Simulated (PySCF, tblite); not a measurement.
# C₅H₄F₂: dynamics, then NMR shifts and electronic excitations on frames, part 1 of 2

How do NMR shifts and electronic excitations of C₅H₄F₂ (`C#C[C@@]1(F)C[C@H]1F`) change as the atoms move?

The runs use tblite 0.8.0 and PySCF 2.14.0, with density-fitted response routines of our own; the level of theory stands in each step. All values are computed, except where a source is named. Atoms count from 0, in the outputs and in this text.

**1. Starting geometry**

11 atoms, charge 0, multiplicity 1; geometry from: GFN2-xTB.

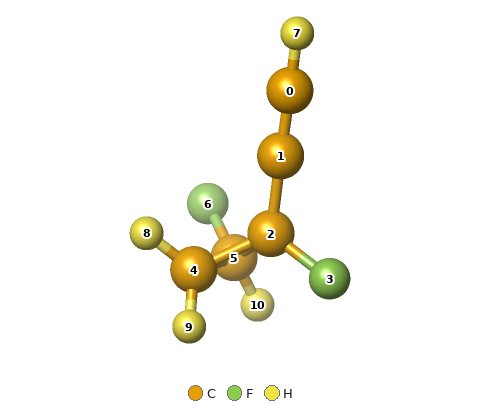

As it starts; carbon amber, fluorine green, hydrogen yellow, atoms numbered.

**2. Dynamics with GFN2-xTB**

Job settings and geometry (Å):

```
{"job": {"kind": "md", "xc": "GFN2-xTB", "basis": "xTB", "temperature": 300, "steps": 2000, "every": 50, "frames": 5}, "charge": 0, "multiplicity": 1}
C      2.433083     0.544892     0.251110
C      1.361712     0.165069    -0.126034
C      0.088446    -0.276765    -0.598803
F      0.137558    -0.889263    -1.827076
C     -0.960833    -0.794917     0.354653
C     -1.167939     0.514738    -0.338438
F     -1.080550     1.655050     0.392848
H      3.367342     0.875560     0.593799
H     -0.715377    -0.771553     1.405258
H     -1.557969    -1.635292     0.037039
H     -1.900049     0.615150    -1.130400
```

Method: GFN2-xTB Langevin dynamics, gas phase.

Command:

```console
OMP_NUM_THREADS=1 python probes_run.py task.json out
```

This one command runs all jobs of the session in turn.

Output:

```text
t/fs     T/K      E/eV
    0.0   263.2   -601.45518
   25.0   170.1   -601.14320
   50.0   217.5   -601.14564
   75.0   188.2   -601.17835
  100.0   242.4   -601.26737
  125.0   156.6   -601.14111
  150.0   286.5   -601.15350
  175.0   263.6   -601.03578
  200.0   255.0   -601.18862
  225.0   248.7   -601.15824
  250.0   259.8   -601.20791
  275.0   190.9   -601.12436
  300.0   237.3   -601.11878
  325.0   309.4   -601.12619
  350.0   377.9   -601.16299
  375.0   287.8   -601.20689
  400.0   295.3   -601.14586
  425.0   298.5   -601.14573
  450.0   370.9   -601.13146
  475.0   251.4   -601.00658
  500.0   211.6   -601.05993
  525.0   286.2   -601.12759
  550.0   200.1   -601.12065
  575.0   170.4   -601.12069
  600.0   225.0   -601.17416
  625.0   260.1   -601.22633
  650.0   239.1   -601.19369
  675.0   183.8   -601.12953
  700.0   185.6   -601.18203
  725.0   156.6   -601.16034
  750.0   237.8   -601.19155
  775.0   265.2   -601.21316
  800.0   306.6   -601.16513
  825.0   307.2   -601.16959
  850.0   322.7   -601.16780
  875.0   252.7   -601.08423
  900.0   182.7   -601.19367
  925.0   183.6   -601.20473
  950.0   248.2   -601.21294
  975.0   315.3   -601.19975
 1000.0   240.7   -601.13746
```

Wall time 6.5 s (1 thread of Intel Xeon Platinum 8488C, shared host); peak memory 0.18 GiB.

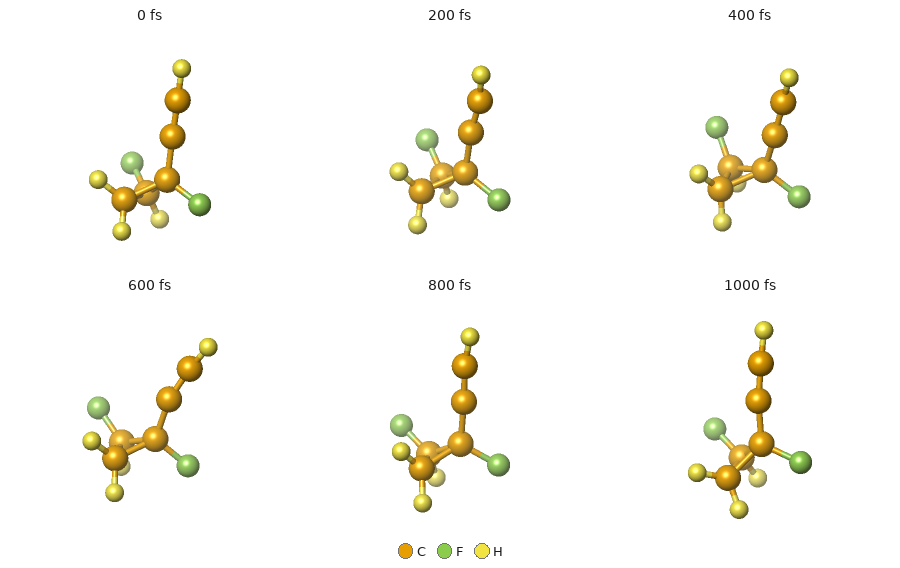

Frames of the run.

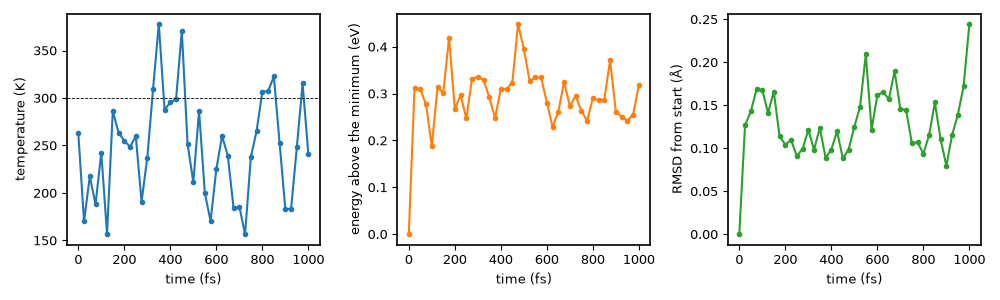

Temperature, potential energy and distance from the start.

Positions (Å) and forces (eV/Å) at 1000 fs:

```xyz
11

C     2.192    0.237    0.517    0.145    0.056   -0.084
C     1.198   -0.263    0.060    0.590   -0.147    0.022
C     0.045   -0.682   -0.658   -0.975   -0.125   -0.668
F     0.232   -0.979   -2.006    0.406    0.227    0.440
C    -1.242   -1.327   -0.164    0.417   -0.025    0.068
C    -1.209    0.119   -0.415   -0.319    1.097    0.653
F    -1.205    0.986    0.674   -0.108   -0.511   -0.961
H     3.082    0.689    0.890   -0.553   -0.336   -0.055
H    -1.358   -1.669    0.827    0.163   -0.426    0.805
H    -1.837   -1.817   -0.911    0.171   -0.588   -0.093
H    -1.831    0.427   -1.234    0.064    0.779   -0.125
```

**3. Shielding tensors: 250 fs, PBE0/pcSseg-1**

Job settings and geometry (Å):

```
{"job": {"kind": "nmr", "xc": "PBE0", "basis": "pcSseg-1", "pop": false}, "charge": 0, "multiplicity": 1}
C      2.328900    -0.545000     0.030800
C      1.142800    -0.445600    -0.217500
C     -0.233000    -0.630800    -0.524000
F     -0.589200    -1.000500    -1.825700
C     -1.260100    -1.106100     0.516000
C     -1.241900     0.268800     0.052000
F     -0.962200     1.311800     0.864900
H      3.346200    -0.515700     0.273900
H     -0.914700    -1.343200     1.519000
H     -1.980100    -1.752000     0.104700
H     -2.036700     0.603600    -0.671200
```

With the program's defaults for keys left out, this is: GIAO PBE0/pcSseg-1 NMR shielding, non-relativistic, gas phase.

Output:

```text
coarse grid: 10088 points
cycle   1  E = -391.8970255367  dE =  1.189e+00  |g| = 6.591e-01  |ddm| = 3.131e+00
cycle   2  E = -391.8267749211  dE =  7.025e-02  |g| = 9.534e-01  |ddm| = 1.485e+00
cycle   3  E = -391.9688352502  dE = -1.421e-01  |g| = 1.442e-01  |ddm| = 9.299e-01
cycle   4  E = -391.9722779035  dE = -3.443e-03  |g| = 8.355e-02  |ddm| = 1.664e-01
cycle   5  E = -391.9739090401  dE = -1.631e-03  |g| = 1.952e-02  |ddm| = 6.118e-02
cycle   6  E = -391.9739924860  dE = -8.345e-05  |g| = 4.050e-03  |ddm| = 1.981e-02
cycle   7  E = -391.9739959035  dE = -3.417e-06  |g| = 1.216e-03  |ddm| = 5.020e-03
final grid: 100736 points
cycle   8  E = -392.0301165287  dE = -3.604e-05  |g| = 7.510e-03  |ddm| = 3.541e-02
cycle   9  E = -392.0301051877  dE =  1.134e-05  |g| = 1.123e-02  |ddm| = 1.657e-02
cycle  10  E = -392.0301281276  dE = -2.294e-05  |g| = 1.432e-03  |ddm| = 9.585e-03
cycle  11  E = -392.0301284691  dE = -3.414e-07  |g| = 6.836e-04  |ddm| = 1.384e-03
cycle  12  E = -392.0301285804  dE = -1.113e-07  |g| = 1.719e-04  |ddm| = 5.786e-04
cycle  13  E = -392.0301285865  dE = -6.175e-09  |g| = 2.668e-05  |ddm| = 1.377e-04
cycle  14  E = -392.0301285867  dE = -1.482e-10  |g| = 1.013e-05  |ddm| = 3.608e-05
converged SCF energy = -392.0301285867

GIAO shielding tensors (ppm)
atom      isotropic    diamagn.    paramagn.     s11        s22        s33       span
  0 C       89.349     258.676    -169.327     15.500     36.154    216.392    200.892
  1 C      104.987     257.551    -152.564     -2.065     15.225    301.803    303.868
  2 C      115.151     243.300    -128.149     63.961     80.807    200.685    136.724
  3 F      350.702     472.284    -121.583    251.312    366.529    434.263    182.951
  4 C      160.027     256.762     -96.736    129.792    160.288    190.000     60.208
  5 C      103.524     239.479    -135.954     57.226     84.352    168.995    111.769
  6 F      404.630     472.208     -67.578    381.296    392.856    439.738     58.442
  7 H       29.027      32.960      -3.932     24.600     24.813     37.669     13.069
  8 H       29.913      29.798       0.115     25.574     27.343     36.823     11.249
  9 H       30.968      30.269       0.699     26.054     27.856     38.993     12.939
 10 H       26.140      27.707      -1.567     20.986     26.921     30.514      9.528
```

It took 10 s on 1 thread of Intel Xeon Platinum 8488C, shared host; peak memory 0.66 GiB.

Shifts follow as δ = σ(reference) − σ, with reference shieldings (ppm) from runs at the same level and on the same kind of geometry: ¹H TMS 31.72, ¹³C TMS 186.9, ¹⁹F CFCl3 170.9. The references are single molecules in the gas phase, so shifts against H2O, NH3, PH3, H3PO4 or CFCl3 are not on the usual liquid scales and can be off by tens of ppm. Each atom is listed at this fixed geometry, with no averaging over motion; a spectrum would average atoms that exchange fast.

```csv
atoms,environment,σ (ppm),δ (ppm)
C0,terminal alkyne carbon,89.3,97.6
C5,three-membered-ring carbon bearing a halogen,103.5,83.4
C1,alkyne carbon,105.0,81.9
C2,three-membered-ring carbon bearing a halogen,115.2,71.8
C4,three-membered-ring carbon,160.0,26.9
H10,hydrogen on a three-membered-ring carbon bearing a halogen,26.14,5.58
H7,hydrogen on a terminal alkyne carbon,29.03,2.69
H8,hydrogen on a three-membered-ring carbon,29.91,1.80
H9,hydrogen on a three-membered-ring carbon,30.97,0.75
F3,fluorine on an sp3 carbon,350.7,-179.8
F6,fluorine on an sp3 carbon,404.6,-233.7
```

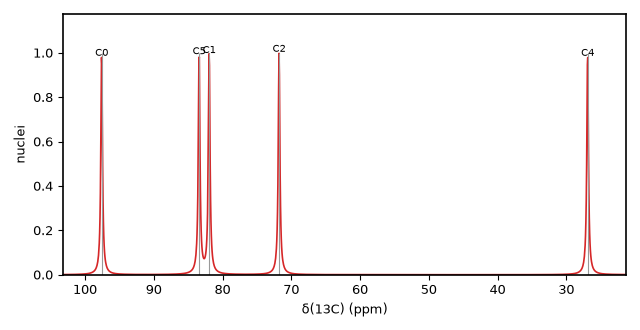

¹³C lines at the computed shifts, without couplings. Lines are broadened to a width of 0.28 ppm (Lorentzian).

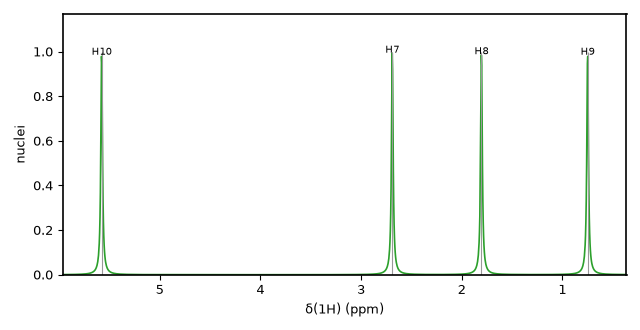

¹H lines at the computed shifts, without couplings. Lines are broadened to a width of 0.02 ppm (Lorentzian).

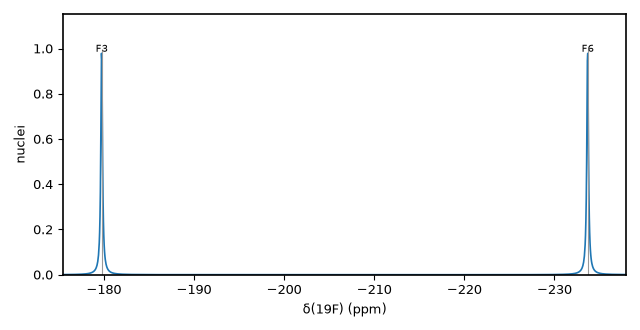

¹⁹F lines at the computed shifts, without couplings. Lines are broadened to a width of 0.22 ppm (Lorentzian).

Ring of atoms C2, C4, C5: NICS(0) -35.0, NICS(1) -7.9, NICS(1)zz -16.5 ppm (means of both faces).

In rings of three or four atoms NICS is ruled by the nearby σ bonds, so it says little on aromaticity.

**4. Excited states and response: 250 fs, PBE0/def2-SVPD**

Settings changed since step 3:

```diff
@@ -1,2 +1,2 @@
-{"job": {"kind": "nmr", "xc": "PBE0", "basis": "pcSseg-1", "pop": false}, "charge": 0, "multiplicity": 1}
+{"job": {"kind": "uv", "xc": "PBE0", "basis": "def2-SVPD", "nstates": 5, "ntriplets": 0}, "charge": 0, "multiplicity": 1}
 C      2.328900    -0.545000     0.030800
```

With the program's defaults for keys left out, this is: TDDFT PBE0/def2-SVPD, vertical, gas phase, core orbitals frozen in the response.

Output:

```text
coarse grid: 10088 points
cycle   1  E = -391.6723011467  dE =  1.130e+00  |g| = 6.084e-01  |ddm| = 7.590e+00
cycle   2  E = -391.6087062018  dE =  6.359e-02  |g| = 8.759e-01  |ddm| = 2.466e+00
cycle   3  E = -391.7378627572  dE = -1.292e-01  |g| = 1.362e-01  |ddm| = 1.258e+00
cycle   4  E = -391.7409589776  dE = -3.096e-03  |g| = 7.795e-02  |ddm| = 2.625e-01
cycle   5  E = -391.7424018956  dE = -1.443e-03  |g| = 1.881e-02  |ddm| = 1.193e-01
cycle   6  E = -391.7424823873  dE = -8.049e-05  |g| = 4.115e-03  |ddm| = 4.658e-02
cycle   7  E = -391.7424861435  dE = -3.756e-06  |g| = 1.102e-03  |ddm| = 1.017e-02
final grid: 100736 points
cycle   8  E = -391.7990175104  dE = -2.817e-05  |g| = 7.628e-03  |ddm| = 1.230e-01
cycle   9  E = -391.7990048105  dE =  1.270e-05  |g| = 1.146e-02  |ddm| = 2.621e-02
cycle  10  E = -391.7990293879  dE = -2.458e-05  |g| = 1.347e-03  |ddm| = 1.305e-02
cycle  11  E = -391.7990297216  dE = -3.337e-07  |g| = 5.965e-04  |ddm| = 2.857e-03
cycle  12  E = -391.7990298082  dE = -8.662e-08  |g| = 1.455e-04  |ddm| = 8.926e-04
cycle  13  E = -391.7990298131  dE = -4.846e-09  |g| = 2.460e-05  |ddm| = 2.615e-04
cycle  14  E = -391.7990298132  dE = -1.249e-10  |g| = 1.086e-05  |ddm| = 8.538e-05
converged SCF energy = -391.7990298132

Static polarisability (au): isotropic 57.939, principal 47.916 48.757 77.143

Singlet excitations
state   eV       nm        f      main configurations
  1   5.3645    231.1   0.00092   H->L 0.96
  2   6.2843    197.3   0.01789   H->L+1 0.54, H-1->L 0.42
  3   6.8017    182.3   0.00334   H-1->L+1 0.92
  4   7.3829    167.9   0.01879   H-2->L 0.45, H-3->L 0.24, H->L+3 0.11
  5   7.5017    165.3   0.04785   H->L+2 0.53, H->L+3 0.20, H-3->L 0.10
```

It took 15 s on 1 thread of Intel Xeon Platinum 8488C, shared host; peak memory 0.73 GiB.

Frontier orbitals and where they lie:

```csv
orbital,eV,atoms
HOMO−3,-9.85,"C1 22 %, C2 18 %, F3 16 %"
HOMO−2,-9.47,"F6 22 %, C4 20 %, C5 19 %"
HOMO−1,-8.70,"C1 39 %, C0 38 %, C4 5 %"
HOMO,-7.72,"C0 30 %, C1 22 %, C2 14 %"
LUMO,-0.48,"C0 30 %, C1 24 %, C2 12 %"
LUMO+1,0.17,"C0 33 %, C1 31 %, C4 8 %"
LUMO+2,0.93,"C4 20 %, C0 16 %, C5 12 %"
```

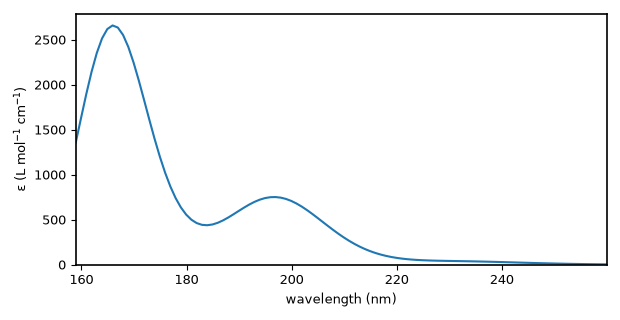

Absorption spectrum: each of the 5 states is a Gaussian band of 0.4 eV half-width at 1/e. Beyond the last state computed it falls off for lack of states.

Further results of this job:

```csv
property,computed
dipole moment (D),1.47
polarisability (Å³),8.59
HOMO–LUMO gap (eV),7.24
−ε(HOMO) (eV),7.72
```

**5. Nuclear shieldings: 425 fs, PBE0/pcSseg-1**

Job settings and geometry (Å):

```
{"job": {"kind": "nmr", "xc": "PBE0", "basis": "pcSseg-1", "pop": false}, "charge": 0, "multiplicity": 1}
C      2.455900    -0.775700     0.133000
C      1.280700    -0.794900    -0.094800
C     -0.120700    -0.931000    -0.381500
F     -0.435200    -1.021100    -1.685100
C     -1.118100    -1.498600     0.596400
C     -0.992900    -0.039100     0.493300
F     -0.396300     0.685000     1.489900
H      3.488500    -0.623600     0.303100
H     -0.534300    -1.956800     1.389900
H     -1.999800    -1.913400     0.163700
H     -1.772100     0.608800    -0.066100
```

Level: GIAO PBE0/pcSseg-1 NMR shielding, non-relativistic, gas phase.

Output:

```text
coarse grid: 10088 points
cycle   1  E = -391.8912082576  dE =  1.193e+00  |g| = 6.695e-01  |ddm| = 3.182e+00
cycle   2  E = -391.8229753566  dE =  6.823e-02  |g| = 9.514e-01  |ddm| = 1.463e+00
cycle   3  E = -391.9668720857  dE = -1.439e-01  |g| = 1.431e-01  |ddm| = 8.669e-01
cycle   4  E = -391.9704506428  dE = -3.579e-03  |g| = 7.637e-02  |ddm| = 1.588e-01
cycle   5  E = -391.9717755991  dE = -1.325e-03  |g| = 2.050e-02  |ddm| = 5.683e-02
cycle   6  E = -391.9718670071  dE = -9.141e-05  |g| = 3.784e-03  |ddm| = 1.877e-02
cycle   7  E = -391.9718698811  dE = -2.874e-06  |g| = 1.136e-03  |ddm| = 4.235e-03
final grid: 100736 points
cycle   8  E = -392.0283709265  dE = -3.826e-05  |g| = 6.994e-03  |ddm| = 4.363e-02
cycle   9  E = -392.0283612434  dE =  9.683e-06  |g| = 1.043e-02  |ddm| = 1.401e-02
cycle  10  E = -392.0283810516  dE = -1.981e-05  |g| = 1.219e-03  |ddm| = 8.111e-03
cycle  11  E = -392.0283812981  dE = -2.464e-07  |g| = 5.901e-04  |ddm| = 1.170e-03
cycle  12  E = -392.0283813786  dE = -8.051e-08  |g| = 1.701e-04  |ddm| = 5.142e-04
cycle  13  E = -392.0283813848  dE = -6.226e-09  |g| = 2.312e-05  |ddm| = 1.518e-04
cycle  14  E = -392.0283813849  dE = -1.046e-10  |g| = 8.798e-06  |ddm| = 3.236e-05
converged SCF energy = -392.0283813849

GIAO shielding tensors (ppm)
atom      isotropic    diamagn.    paramagn.     s11        s22        s33       span
  0 C       98.612     260.605    -161.993     27.006     40.603    228.227    201.221
  1 C      104.031     259.271    -155.240      0.398     13.935    297.762    297.365
  2 C      117.319     242.061    -124.742     68.521     83.371    200.065    131.544
  3 F      389.565     471.841     -82.276    315.185    397.054    456.455    141.270
  4 C      162.192     259.956     -97.764    141.566    155.550    189.460     47.894
  5 C      101.566     242.120    -140.554     54.161     79.324    171.212    117.051
  6 F      387.020     472.545     -85.525    341.562    384.207    435.291     93.728
  7 H       29.083      33.583      -4.501     24.360     24.779     38.109     13.749
  8 H       29.765      29.277       0.489     24.697     27.920     36.680     11.983
  9 H       30.277      29.849       0.427     25.928     26.424     38.478     12.549
 10 H       25.573      27.192      -1.619     20.943     25.674     30.101      9.158
```

It took 10 s on 1 thread of Intel Xeon Platinum 8488C, shared host; peak memory 0.69 GiB.

In short: δ C0 88.3, C5 85.4, C1 82.9, C2 69.6, H10 6.14, H7 2.63 ppm.

**6. TDDFT and polarisability: 425 fs, PBE0/def2-SVPD**

Settings changed since step 5:

```diff
@@ -1,2 +1,2 @@
-{"job": {"kind": "nmr", "xc": "PBE0", "basis": "pcSseg-1", "pop": false}, "charge": 0, "multiplicity": 1}
+{"job": {"kind": "uv", "xc": "PBE0", "basis": "def2-SVPD", "nstates": 5, "ntriplets": 0}, "charge": 0, "multiplicity": 1}
 C      2.455900    -0.775700     0.133000
```

Level: TDDFT PBE0/def2-SVPD, vertical, gas phase, core orbitals frozen in the response.

Output:

```text
coarse grid: 10088 points
cycle   1  E = -391.6669152926  dE =  1.134e+00  |g| = 6.186e-01  |ddm| = 9.058e+00
cycle   2  E = -391.6051147445  dE =  6.180e-02  |g| = 8.747e-01  |ddm| = 2.511e+00
cycle   3  E = -391.7362608236  dE = -1.311e-01  |g| = 1.349e-01  |ddm| = 1.260e+00
cycle   4  E = -391.7394626282  dE = -3.202e-03  |g| = 7.135e-02  |ddm| = 2.603e-01
cycle   5  E = -391.7406367806  dE = -1.174e-03  |g| = 1.983e-02  |ddm| = 1.178e-01
cycle   6  E = -391.7407256840  dE = -8.890e-05  |g| = 3.829e-03  |ddm| = 4.600e-02
cycle   7  E = -391.7407287968  dE = -3.113e-06  |g| = 1.013e-03  |ddm| = 9.283e-03
final grid: 100736 points
cycle   8  E = -391.7974450969  dE = -3.036e-05  |g| = 7.083e-03  |ddm| = 1.439e-01
cycle   9  E = -391.7974344579  dE =  1.064e-05  |g| = 1.059e-02  |ddm| = 2.462e-02
cycle  10  E = -391.7974554083  dE = -2.095e-05  |g| = 1.149e-03  |ddm| = 1.163e-02
cycle  11  E = -391.7974556516  dE = -2.434e-07  |g| = 5.181e-04  |ddm| = 2.471e-03
cycle  12  E = -391.7974557156  dE = -6.392e-08  |g| = 1.413e-04  |ddm| = 8.795e-04
cycle  13  E = -391.7974557202  dE = -4.605e-09  |g| = 2.076e-05  |ddm| = 2.449e-04
cycle  14  E = -391.7974557202  dE = -8.356e-11  |g| = 8.778e-06  |ddm| = 6.779e-05
converged SCF energy = -391.7974557202

Static polarisability (au): isotropic 57.417, principal 47.083 49.292 75.877

Singlet excitations
state   eV       nm        f      main configurations
  1   5.6779    218.4   0.00012   H->L 0.95
  2   6.5805    188.4   0.04010   H->L+1 0.56, H-1->L 0.38
  3   7.0673    175.4   0.00151   H-1->L+1 0.86
  4   7.3156    169.5   0.02419   H->L+2 0.61, H->L+3 0.14, H-2->L 0.13
  5   7.3803    168.0   0.02896   H->L+3 0.38, H->L+2 0.35, H-2->L 0.15
```

It took 15 s on 1 thread of Intel Xeon Platinum 8488C, shared host; peak memory 0.73 GiB.

This run: HOMO -7.52 eV, LUMO -0.05 eV; lowest singlet 5.68 eV.

**7. Nuclear shieldings: 625 fs, PBE0/pcSseg-1**

Job settings and geometry (Å):

```
{"job": {"kind": "nmr", "xc": "PBE0", "basis": "pcSseg-1", "pop": false}, "charge": 0, "multiplicity": 1}
C      2.789200    -0.323500     0.074600
C      1.673300    -0.793900     0.061800
C      0.279300    -1.033700    -0.143900
F      0.019800    -1.078000    -1.498700
C     -0.620000    -1.852300     0.711600
C     -0.769200    -0.354900     0.681100
F     -0.436300     0.438800     1.745700
H      3.730200     0.094400     0.409900
H     -0.274700    -2.302100     1.663100
H     -1.399700    -2.450300     0.192400
H     -1.631600     0.067100     0.154200
```

Method: GIAO PBE0/pcSseg-1 NMR shielding, non-relativistic, gas phase.

Output:

```text
coarse grid: 10088 points
cycle   1  E = -391.8953484749  dE =  1.111e+00  |g| = 6.647e-01  |ddm| = 3.084e+00
cycle   2  E = -391.8247261105  dE =  7.062e-02  |g| = 9.619e-01  |ddm| = 1.453e+00
cycle   3  E = -391.9700545913  dE = -1.453e-01  |g| = 1.340e-01  |ddm| = 8.841e-01
cycle   4  E = -391.9727648355  dE = -2.710e-03  |g| = 8.270e-02  |ddm| = 1.566e-01
cycle   5  E = -391.9743499468  dE = -1.585e-03  |g| = 2.132e-02  |ddm| = 6.102e-02
cycle   6  E = -391.9744518575  dE = -1.019e-04  |g| = 3.800e-03  |ddm| = 1.899e-02
cycle   7  E = -391.9744549082  dE = -3.051e-06  |g| = 1.151e-03  |ddm| = 4.436e-03
final grid: 100736 points
cycle   8  E = -392.0309549033  dE = -3.450e-05  |g| = 7.220e-03  |ddm| = 3.434e-02
cycle   9  E = -392.0309438532  dE =  1.105e-05  |g| = 1.101e-02  |ddm| = 1.518e-02
cycle  10  E = -392.0309655968  dE = -2.174e-05  |g| = 1.249e-03  |ddm| = 8.867e-03
cycle  11  E = -392.0309658473  dE = -2.505e-07  |g| = 6.618e-04  |ddm| = 1.197e-03
cycle  12  E = -392.0309659505  dE = -1.032e-07  |g| = 1.747e-04  |ddm| = 5.334e-04
cycle  13  E = -392.0309659571  dE = -6.617e-09  |g| = 2.395e-05  |ddm| = 1.435e-04
cycle  14  E = -392.0309659572  dE = -1.066e-10  |g| = 9.118e-06  |ddm| = 2.785e-05
converged SCF energy = -392.0309659572

GIAO shielding tensors (ppm)
atom      isotropic    diamagn.    paramagn.     s11        s22        s33       span
  0 C       93.477     261.657    -168.180     23.923     28.282    228.227    204.305
  1 C      101.181     263.387    -162.206     -2.157      6.494    299.206    301.363
  2 C      113.371     240.808    -127.437     64.920     84.636    190.558    125.639
  3 F      355.748     474.420    -118.672    271.454    367.942    427.849    156.395
  4 C      161.745     259.462     -97.717    138.956    154.306    191.973     53.017
  5 C      107.482     241.015    -133.533     53.698     81.723    187.024    133.326
  6 F      407.596     471.998     -64.402    377.447    393.793    451.548     74.101
  7 H       28.005      30.598      -2.593     23.391     23.864     36.759     13.368
  8 H       29.323      28.764       0.559     24.974     26.732     36.262     11.288
  9 H       29.374      28.967       0.408     24.731     26.084     37.308     12.577
 10 H       26.661      28.804      -2.143     21.725     27.020     31.238      9.513
```

Run time: 10 s. Hardware: 1 thread of Intel Xeon Platinum 8488C, shared host; peak memory 0.69 GiB.

Key values: δ C0 93.4, C1 85.7, C5 79.4, C2 73.6, H10 5.06, H7 3.71 ppm.

(Continued in part 2 of 2.)
